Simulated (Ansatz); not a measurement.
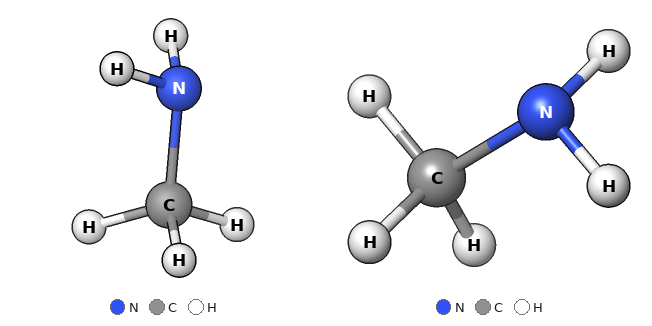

Two views of one molecule.

The geometry was computed by an optimisation with PBE0-D4/def2-TZVP.

> Count the atoms of each element.

CH5N, 7 atoms: 1 carbon, 5 hydrogen and 1 nitrogen.

> How many bonds of each kind are drawn?

3 C–H, 2 N–H, 1 C–N. Sticks follow a distance rule.

The parts below concern this one geometry. Atoms keep their numbers from picture to picture.

### Symmetry

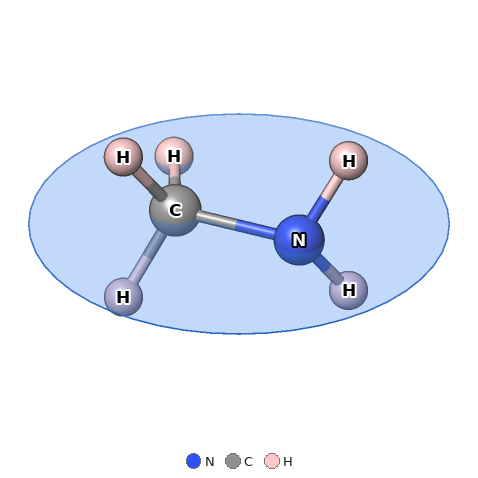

All proper rotation axes (lines) and mirror planes (discs) of the structure are drawn in. Atoms fade into the background with distance from the viewer.

> Name the symmetry elements and the point group.

It has 1 mirror plane. Point group Cs. The group has 2 operations. The geometry is achiral, and symmetry allows a dipole moment.

### Electronic properties

Level of theory: RKS CAM-B3LYP-D4/def2-TZVPP (Ansatz 0.2.0).

> Give the dispersion correction at this level.

−4.3 kJ/mol.

### Vibrations

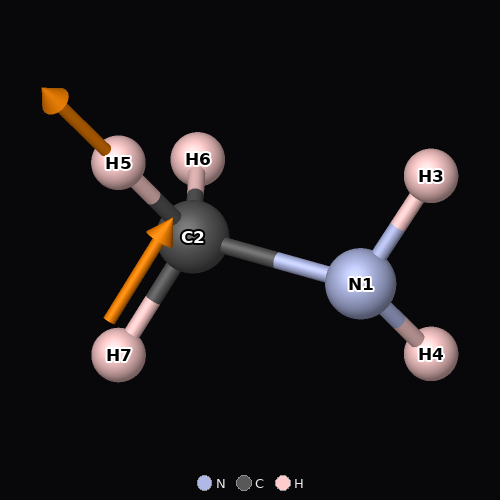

The arrows show one normal mode. Harmonic vibrations computed with RKS PBE0-D4/def2-TZVP (Ansatz 0.2.0) at a stationary point of the same level.

> What kind of motion is it?

Mostly out-of-phase stretching of 2 C–H bonds.

> Estimate its harmonic wavenumber.

3120 cm⁻¹; it is mode 13 of 15 counted from the lowest.

### Thermal motion

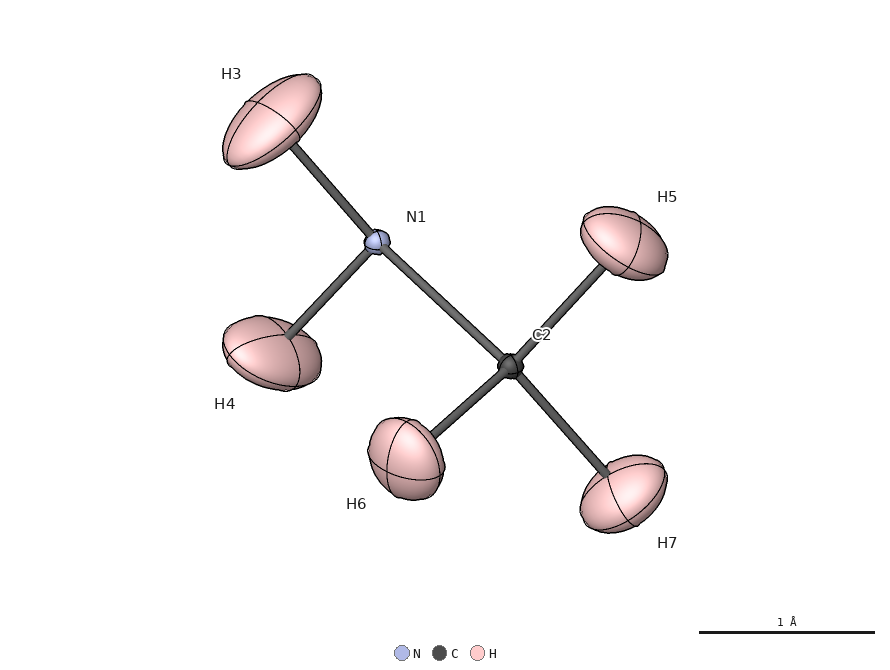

Displacement ellipsoids at the 50 % level, enlarged 1.5 times, from the internal vibrations of the free molecule (harmonic, no overall translation or rotation; no half-axis is drawn under 0.075 Å). Vibrations computed with RKS PBE0-D4/def2-TZVP (Ansatz 0.2.0). Temperature: 100 K.

List U_eq and the three principal root-mean-square amplitudes for each kind of atom.

```
  atom  U_eq (Å²)   rms amplitudes (Å)
    N1    0.00035  0.015, 0.015, 0.025
    C2    0.00044  0.017, 0.017, 0.027
H3, H4     0.0137  0.067, 0.112, 0.156
H5, H7     0.0104  0.072, 0.108, 0.120
    H6     0.0098  0.073, 0.109, 0.111
```
